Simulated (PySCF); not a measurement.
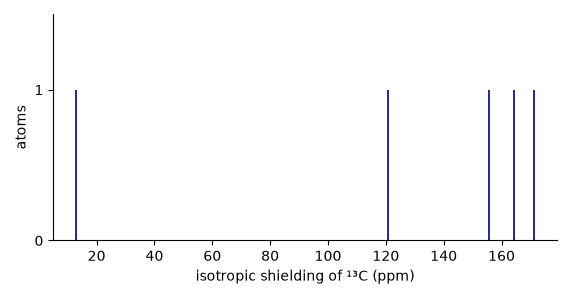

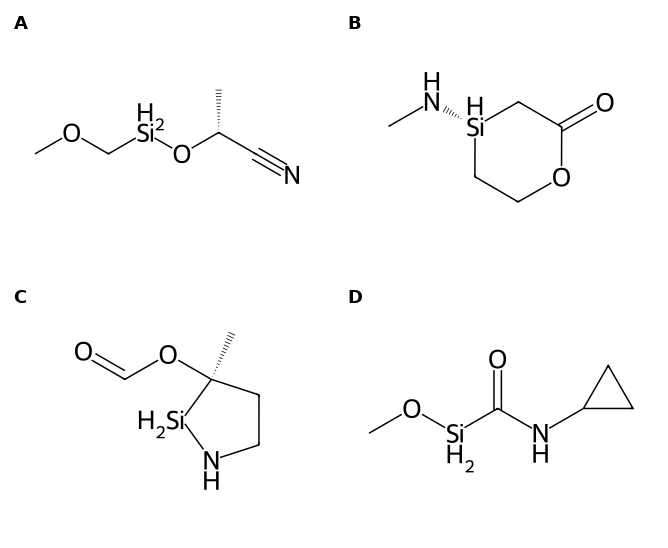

The sticks are computed shieldings of one of the molecules, for one fixed geometry (GFN2-xTB) without averaging over rotations. Low shielding means a high chemical shift. Method: GIAO PBE0/pcSseg-1 NMR shielding, non-relativistic, gas phase (PySCF 2.14.0).

Question: Which molecule gives this pattern?

Answer: B, `CN[Si@H]1CCOC(=O)C1`. Its 5 C atoms give lines at 12.9, 120.6, 155.6, 164.4, 171.2 ppm.

The geometry is semi-empirical. Around Si such bond lengths and angles can be off by a tenth of an ångström or more and by several degrees, and values that hang on the shape move with them.
